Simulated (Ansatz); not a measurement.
```xyz
6

B     0.0460   -0.3764   -0.5465
Cl    0.2985   -0.0385    2.4654
H     0.9771    0.3691   -0.7269
F    -1.1769    0.1112   -0.6713
H     0.1583   -1.5618   -0.3413
H    -0.2978   -1.1742    2.6119
```

Computed with RKS B3LYP/def2-SVP (Ansatz 0.2.0).

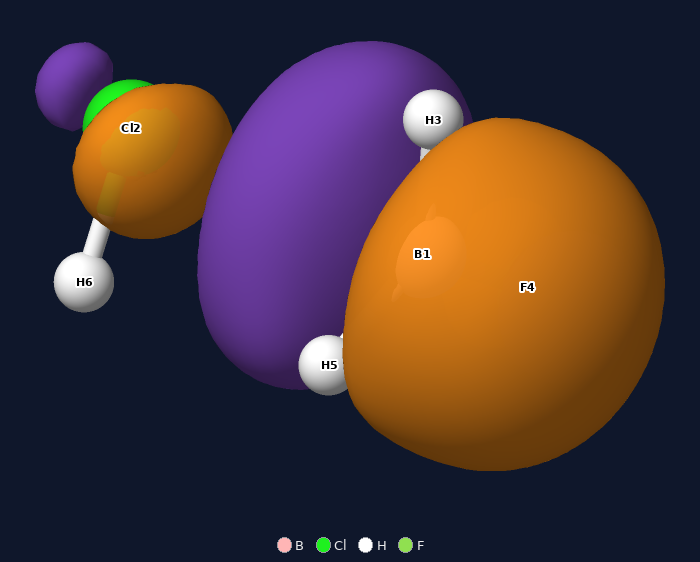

BFH$_{2}$···HCl. The LUMO at ±0.1 Å⁻³ᐟ² (orange and purple are the two phases), seen at a tilt.

Where does this orbital lie, and at what energy?

Its weight (Hirshfeld) is mainly on B1 (about 60 %), F4 (about 15 %), Cl2 (about 10 %), H5 (about 5 %) and H3 (about 5 %). Its energy is −0.69 eV.
